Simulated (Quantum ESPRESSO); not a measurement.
# TePb (Fm-3m): modes at Γ and the response to a field

Aim: the zone-centre modes of TePb (Fm-3m).

Calculated with Quantum ESPRESSO 7.5; DFT PBE, scalar-relativistic, plane waves, GBRV ultrasoft pseudopotentials.

**Measured values to reproduce.**

“Correlated local dipoles in PbTe” (2017, arxiv:1709.02863) reports for PbTe, rocksalt, by single-crystal x-ray diffraction (melt-grown single-crystal fragment, about 42 um across, 125 K): lattice constant a (cubic lattice constant a at 125 K) 6.4397 ± 0.0001 Å.

“Lattice Properties of PbX (X = S, Se, Te): Experimental Studies and ab initio Calculations Including Spin-Orbit Effects” (2008, arxiv:0808.3152) quotes from earlier work for PbTe, rock salt (bulk crystal, 300 K): infrared mode (TO at Gamma) 32 cm⁻¹ [soft, strongly temperature-dependent mode (18 cm-1 at 5 K); room-temperature value not …].

## Step 1: The starting structure

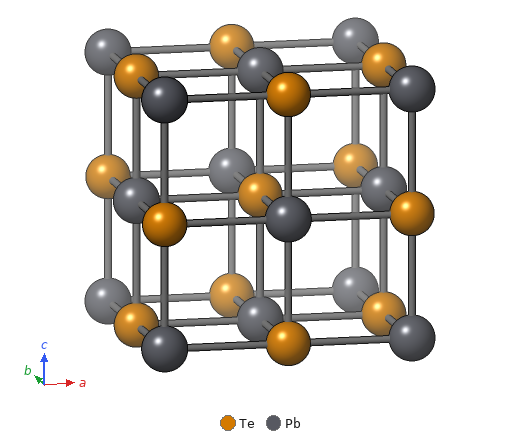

The starting structure, seen slightly off an axis (tellurium orange, lead dark grey). This picture shows the conventional cell, with its axes. Some periodic images of atoms are drawn too.

As a file:

```cif
data_structure
_symmetry_space_group_name_H-M 'P 1'
_symmetry_Int_Tables_number 1
_cell_length_a 4.5693
_cell_length_b 4.5693
_cell_length_c 4.5693
_cell_angle_alpha 60.000
_cell_angle_beta 60.000
_cell_angle_gamma 60.000
_cell_volume 67.46
loop_
_atom_site_label
_atom_site_type_symbol
_atom_site_fract_x
_atom_site_fract_y
_atom_site_fract_z
_atom_site_occupancy
Te1 Te 0.50000 0.50000 0.50000 1
Pb2 Pb 0.00000 0.00000 0.00000 1
```

## Step 2: A first look

Before anything dear is run, a loose run with smearing shows whether this is a metal and how far the cell is from rest.

Contents of probe.in:

```
&CONTROL
  calculation = 'scf'
  prefix      = 'x'
  outdir      = './tmp'
  pseudo_dir  = './pseudo'
  tprnfor     = .true.
  tstress     = .true.
  verbosity   = 'high'
/
&SYSTEM
  ibrav       = 0
  nat         = 2
  ntyp        = 2
  ecutwfc     = 50.0
  ecutrho     = 400.0
  occupations = 'smearing'
  smearing    = 'gaussian'
  degauss     = 0.01
/
&ELECTRONS
  conv_thr         = 1.0d-07
  mixing_beta      = 0.7
  electron_maxstep = 100
/
ATOMIC_SPECIES
 Te    127.6000  Te.upf
 Pb    207.2000  Pb.upf
CELL_PARAMETERS angstrom
    -3.231000000    0.000000000    3.231000000
     0.000000000    3.231000000    3.231000000
    -3.231000000    3.231000000    0.000000000
ATOMIC_POSITIONS crystal
 Te     0.500000000   0.500000000   0.500000000
 Pb     0.000000000   0.000000000   0.000000000
K_POINTS automatic
 6 6 6 0 0 0
```

Started as:

```sh
$ OMP_NUM_THREADS=1 mpirun -n 4 pw.x -nk 4 -in probe.in > probe.out
```

Log:

```text
[banners, grids, parts of the stress and lines that vanish by symmetry left out]
Program PWSCF v.7.5
     Message from routine setup:
     using ibrav=0 with symmetry is DISCOURAGED, use correct ibrav instead
[...]
kinetic-energy cutoff     =      50.0000  Ry
     charge density cutoff     =     400.0000  Ry
     scf convergence threshold =      1.0E-07
[...]
Exchange-correlation= SLA  PW   PBE  PBE
                           (   1   4   3   4   0   0   0)
[...]
48 Sym. Ops., with inversion, found
[...]
(     0          1          0      )
                  (     0          0          1      )
[...]
(  0.0000000  1.0000000  0.0000000 )
                  ( -0.0000000 -0.0000000  1.0000000 )
[...]
(     1          0         -1      )
                  (     0          0         -1      )
[...]
( -0.0000000 -1.0000000 -0.0000000 )
[...]
(     0          1         -1      )
                  (     0          1          0      )
[...]
( -1.0000000  0.0000000  0.0000000 )
                  (  0.0000000  1.0000000 -0.0000000 )
[...]
number of k points=    16  Gaussian smearing, width (Ry)=  0.0100
[...]
End of self-consistent calculation
[...]
the Fermi energy is     7.8321 ev
!    total energy              =    -190.71543551 Ry
[...]
convergence has been achieved in   7 iterations
[...]
atom    1 type  1   force =    -0.00000000   -0.00000000   -0.00000000
     atom    2 type  2   force =     0.00000000    0.00000000    0.00000000
[...]
Total force =     0.000000     Total SCF correction =     0.000000
[...]
total   stress  (Ry/bohr**3)                   (kbar)     P=       19.94
[...]
XML data file, charge density, pseudopotentials, collected wavefunctions

   JOB DONE.
```

Run time: 5.1 s. Hardware: 4 MPI ranks of Arm Neoverse V2, shared host.

Numbers from this step:

```
volume per atom   : 33.73 Å³
pressure          : 1.994 GPa
gap on the k-mesh : 0.7052 eV
```

A gap of 0.71 eV opens on this mesh, so the crystal is taken as an insulator; the start stands at 2.0 GPa.

## Step 3: Relaxation

The relaxation runs at a cutoff a fifth above that of the response, since stress converges more slowly with the basis than frequencies do. Forces and stress are brought to rest with tight thresholds.

Contents of relax.in:

```
&CONTROL
  calculation   = 'vc-relax'
  prefix        = 'x'
  outdir        = './tmp'
  pseudo_dir    = './pseudo'
  tprnfor       = .true.
  tstress       = .true.
  forc_conv_thr = 2.0d-05
  etot_conv_thr = 1.0d-07
  nstep         = 40
/
&SYSTEM
  ibrav       = 0
  nat         = 2
  ntyp        = 2
  ecutwfc     = 60
  ecutrho     = 480.0
  occupations = 'fixed'
  nbnd        = 12
/
&ELECTRONS
  conv_thr         = 1.0d-11
  mixing_beta      = 0.7
  electron_maxstep = 100
/
&IONS
/
&CELL
  press_conv_thr = 0.2
/
ATOMIC_SPECIES
 Te    127.6000  Te.upf
 Pb    207.2000  Pb.upf
CELL_PARAMETERS angstrom
    -3.231000000    0.000000000    3.231000000
     0.000000000    3.231000000    3.231000000
    -3.231000000    3.231000000    0.000000000
ATOMIC_POSITIONS crystal
 Te     0.500000000   0.500000000   0.500000000
 Pb     0.000000000   0.000000000   0.000000000
K_POINTS automatic
 8 8 8 0 0 0
```

Started as:

```sh
$ OMP_NUM_THREADS=1 mpirun -n 4 pw.x -nk 4 -in relax.in > relax.out
```

Log:

```text
[banners, grids, parts of the stress and lines that vanish by symmetry left out]
[banner, memory and clock lines left out]
Program PWSCF v.7.5

[...]
kinetic-energy cutoff     =      60.0000  Ry
     charge density cutoff     =     480.0000  Ry
     scf convergence threshold =      1.0E-11
[...]
energy convergence thresh.=      1.0E-07
     force convergence thresh. =      2.0E-05
     press convergence thresh. =      2.0E-01
     Exchange-correlation= SLA  PW   PBE  PBE
                           (   1   4   3   4   0   0   0)
[...]
48 Sym. Ops., with inversion, found
[...]
number of k points=    29
[...]
End of self-consistent calculation
[...]
highest occupied, lowest unoccupied level (ev):     7.4800    8.1854
!    total energy              =    -190.71544390 Ry
[...]
convergence has been achieved in  12 iterations
[...]
atom    1 type  1   force =    -0.00000000   -0.00000000    0.00000000
     atom    2 type  2   force =     0.00000000   -0.00000000    0.00000000
     Total force =     0.000000     Total SCF correction =     0.000000
[...]
total   stress  (Ry/bohr**3)                   (kbar)     P=       19.86
[...]
number of bfgs steps    =   0
[...]
CELL_PARAMETERS (angstrom)
[...]
ATOMIC_POSITIONS (crystal)
Te               0.5000000000        0.5000000000        0.5000000000
Pb               0.0000000000        0.0000000000       -0.0000000000
[...]
New effective cutoffs (rho, wfc):  476.50   59.59
[...]
End of self-consistent calculation
[...]
highest occupied, lowest unoccupied level (ev):     7.3285    8.0564
!    total energy              =    -190.71599419 Ry
[...]
convergence has been achieved in   9 iterations
[...]
atom    1 type  1   force =     0.00000000    0.00000000    0.00000000
     atom    2 type  2   force =     0.00000000    0.00000000   -0.00000000
     Total force =     0.000000     Total SCF correction =     0.000000
[...]
total   stress  (Ry/bohr**3)                   (kbar)     P=       15.18
[...]
number of bfgs steps    =   1
[...]
CELL_PARAMETERS (angstrom)
[...]
ATOMIC_POSITIONS (crystal)
Te               0.5000000000        0.5000000000        0.5000000000
Pb              -0.0000000000        0.0000000000        0.0000000000
[...]
New effective cutoffs (rho, wfc):  472.99   59.16
[...]
End of self-consistent calculation
[...]
highest occupied, lowest unoccupied level (ev):     7.1647    7.9164
!    total energy              =    -190.71643665 Ry
[...]
convergence has been achieved in  10 iterations
[...]
atom    1 type  1   force =    -0.00000000   -0.00000000    0.00000000
     atom    2 type  2   force =    -0.00000000    0.00000000    0.00000000
     Total force =     0.000000     Total SCF correction =     0.000000
[...]
total   stress  (Ry/bohr**3)                   (kbar)     P=       10.27
[...]
number of bfgs steps    =   2
[...]
CELL_PARAMETERS (angstrom)
[...]
ATOMIC_POSITIONS (crystal)
[...]
New effective cutoffs (rho, wfc):  467.80   58.51
[...]
End of self-consistent calculation
[...]
highest occupied, lowest unoccupied level (ev):     6.9245    7.7101
!    total energy              =    -190.71679405 Ry
[...]
convergence has been achieved in  10 iterations
[...]
atom    1 type  1   force =    -0.00000000    0.00000000    0.00000000
     atom    2 type  2   force =    -0.00000000   -0.00000000    0.00000000
     Total force =     0.000000     Total SCF correction =     0.000000
[...]
total   stress  (Ry/bohr**3)                   (kbar)     P=        3.38
[...]
number of bfgs steps    =   3
[...]
CELL_PARAMETERS (angstrom)
[...]
ATOMIC_POSITIONS (crystal)
[...]
New effective cutoffs (rho, wfc):  465.24   58.19
[...]
End of self-consistent calculation
[...]
highest occupied, lowest unoccupied level (ev):     6.8070    7.6088
!    total energy              =    -190.71684054 Ry
[...]
convergence has been achieved in   9 iterations
[...]
atom    1 type  1   force =    -0.00000000   -0.00000000   -0.00000000
     atom    2 type  2   force =     0.00000000    0.00000000    0.00000000
     Total force =     0.000000     Total SCF correction =     0.000000
[...]
total   stress  (Ry/bohr**3)                   (kbar)     P=        0.14
[...]
number of bfgs steps    =   4
[...]
CELL_PARAMETERS (angstrom)
[...]
ATOMIC_POSITIONS (crystal)
[...]
New effective cutoffs (rho, wfc):  465.13   58.17
[...]
End of self-consistent calculation
[...]
highest occupied, lowest unoccupied level (ev):     6.8018    7.6043
!    total energy              =    -190.71684063 Ry
[...]
convergence has been achieved in   8 iterations
[...]
atom    1 type  1   force =     0.00000000    0.00000000    0.00000000
     atom    2 type  2   force =     0.00000000    0.00000000    0.00000000
     Total force =     0.000000     Total SCF correction =     0.000000
[...]
total   stress  (Ry/bohr**3)                   (kbar)     P=        0.00
[...]
bfgs converged in   6 scf cycles and   5 bfgs steps
[...]
End of BFGS Geometry Optimization
     Final enthalpy           =    -190.7168406286 Ry
     File ./tmp/x.bfgs deleted, as requested
[...]
CELL_PARAMETERS (angstrom)
[...]
ATOMIC_POSITIONS (crystal)
Te               0.5000000000        0.5000000000        0.5000000000
Pb              -0.0000000000        0.0000000000       -0.0000000000
[...]
Final scf calculation at the relaxed structure.
[...]
kinetic-energy cutoff     =      60.0000  Ry
     charge density cutoff     =     480.0000  Ry
     scf convergence threshold =      1.0E-13
[...]
press convergence thresh. =      2.0E-01
     Exchange-correlation= SLA  PW   PBE  PBE
                           (   1   4   3   4   0   0   0)
[...]
48 Sym. Ops., with inversion, found
[...]
number of k points=    29
[...]
c_bands:  1 eigenvalues not converged
[...]
End of self-consistent calculation
[...]
highest occupied, lowest unoccupied level (ev):     6.8018    7.6043
!    total energy              =    -190.71685475 Ry
[...]
convergence has been achieved in  16 iterations
[...]
atom    1 type  1   force =    -0.00000000    0.00000000   -0.00000000
     atom    2 type  2   force =    -0.00000000   -0.00000000   -0.00000000
     Total force =     0.000000     Total SCF correction =     0.000000
[...]
total   stress  (Ry/bohr**3)                   (kbar)     P=       -0.07
[...]
XML data file, charge density, pseudopotentials, collected wavefunctions
```

Wall time 78 s (4 MPI ranks); 5.2 min of CPU time.

Relaxation path:

| step | energy less that of the first step (eV) | largest force (eV/Å) | pressure (GPa) | volume (Å³) |
| --- | --- | --- | --- | --- |
| 1 | 0.0000 | 0.0000 | 1.99 | 67.46 |
| 2 | -0.0075 | 0.0000 | 1.52 | 68.14 |
| 3 | -0.0135 | 0.0000 | 1.03 | 68.90 |
| 4 | -0.0184 | 0.0000 | 0.34 | 70.05 |
| 5 | -0.0190 | 0.0000 | 0.01 | 70.63 |
| 6 | -0.0190 | 0.0000 | 0.00 | 70.66 |
| 7 | -0.0192 | 0.0000 | -0.01 | 70.66 |

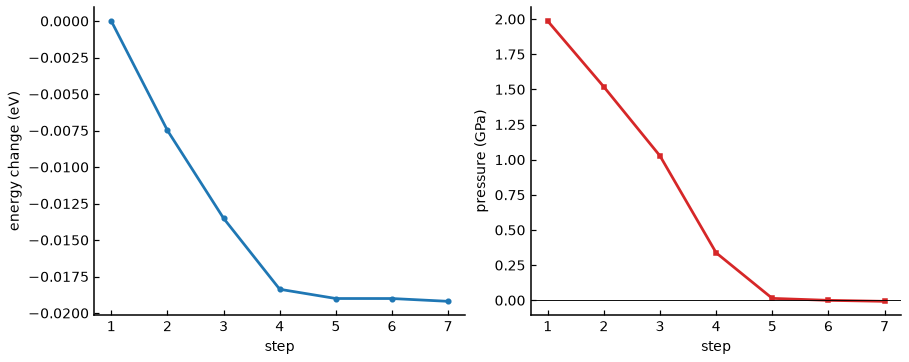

Energy and pressure along the relaxation.

| conventional cell, symmetrised | before | after | change |
| --- | --- | --- | --- |
| a (Å) | 6.462 | 6.563 | +1.6 % |
| b (Å) | 6.462 | 6.563 | +1.6 % |
| c (Å) | 6.462 | 6.563 | +1.6 % |
| volume (Å³/atom) | 33.73 | 35.33 | +4.7 % |

The relaxed structure:

```cif
data_structure
_symmetry_space_group_name_H-M 'P 1'
_symmetry_Int_Tables_number 1
_cell_length_a 4.6404
_cell_length_b 4.6404
_cell_length_c 4.6404
_cell_angle_alpha 60.000
_cell_angle_beta 60.000
_cell_angle_gamma 60.000
_cell_volume 70.66
loop_
_atom_site_label
_atom_site_type_symbol
_atom_site_fract_x
_atom_site_fract_y
_atom_site_fract_z
_atom_site_occupancy
Te1 Te 0.50000 0.50000 0.50000 1
Pb2 Pb 0.00000 0.00000 0.00000 1
```

The last row of the table of steps is pw.x's closing run on a basis chosen anew for the final cell, so its energy can jump.

Read from the output:

```
volume per atom   : 35.33 Å³
pressure          : -0.007000 GPa
gap on the k-mesh : 0.8025 eV
```

The volume changes by +4.7 % from the cell with which this run began.

## Step 4: Self-consistent run for the response

The response is built on this ground state, so it is converged far tighter than an energy would need. With a gap, occupations are fixed, which also allows the response to an electric field.

Contents of scf.in:

```
&CONTROL
  calculation = 'scf'
  prefix      = 'x'
  outdir      = './tmp'
  pseudo_dir  = './pseudo'
  tprnfor     = .true.
  tstress     = .true.
/
&SYSTEM
  ibrav       = 0
  nat         = 2
  ntyp        = 2
  ecutwfc     = 50.0
  ecutrho     = 400.0
  occupations = 'fixed'
  nbnd        = 12
/
&ELECTRONS
  conv_thr         = 1.0d-12
  mixing_beta      = 0.7
  electron_maxstep = 100
/
ATOMIC_SPECIES
 Te    127.6000  Te.upf
 Pb    207.2000  Pb.upf
CELL_PARAMETERS angstrom
    -3.281283288    0.000000000    3.281283288
     0.000000000    3.281283288    3.281283288
    -3.281283288    3.281283288    0.000000000
ATOMIC_POSITIONS crystal
 Te     0.500000000   0.500000000   0.500000000
 Pb     0.000000000   0.000000000   0.000000000
K_POINTS automatic
 8 8 8 0 0 0
```

Started as:

```sh
$ OMP_NUM_THREADS=1 mpirun -n 4 pw.x -nk 4 -in scf.in > scf.out
```

Log:

```text
[banners, grids, parts of the stress and lines that vanish by symmetry left out]
[banner, memory and clock lines left out]
Program PWSCF v.7.5

[...]
kinetic-energy cutoff     =      50.0000  Ry
     charge density cutoff     =     400.0000  Ry
     scf convergence threshold =      1.0E-12
[...]
Exchange-correlation= SLA  PW   PBE  PBE
                           (   1   4   3   4   0   0   0)
[...]
48 Sym. Ops., with inversion, found
[...]
number of k points=    29
[...]
c_bands:  1 eigenvalues not converged
     c_bands:  2 eigenvalues not converged
     c_bands:  1 eigenvalues not converged
[...]
End of self-consistent calculation
[...]
highest occupied, lowest unoccupied level (ev):     6.8018    7.6043
!    total energy              =    -190.71678515 Ry
[...]
convergence has been achieved in  17 iterations
[...]
atom    1 type  1   force =    -0.00000000    0.00000000   -0.00000000
     atom    2 type  2   force =     0.00000000    0.00000000   -0.00000000
     Total force =     0.000000     Total SCF correction =     0.000000
[...]
total   stress  (Ry/bohr**3)                   (kbar)     P=       -0.18
[...]
XML data file, charge density, pseudopotentials, collected wavefunctions
```

The job ended after 14 s (4 MPI ranks).

Read from the output:

| Property | Result |
| --- | --- |
| pressure | -0.018 GPa |

The cell stands at -0.018 GPa, close enough for phonons.

(Part 1 of 5 ends here.)

[Host names and launcher messages were left out of these logs when they were recorded.]

[Logs are printed without paths, hosts, clocks, repeated set-up lines and the standing remarks that a program may print on its own settings, such as how far it seeks lower states.]

[Hosts, paths, dates, database ids (printed as entryN), source tags and the programs' standing remarks are cut or masked in the printed files.]
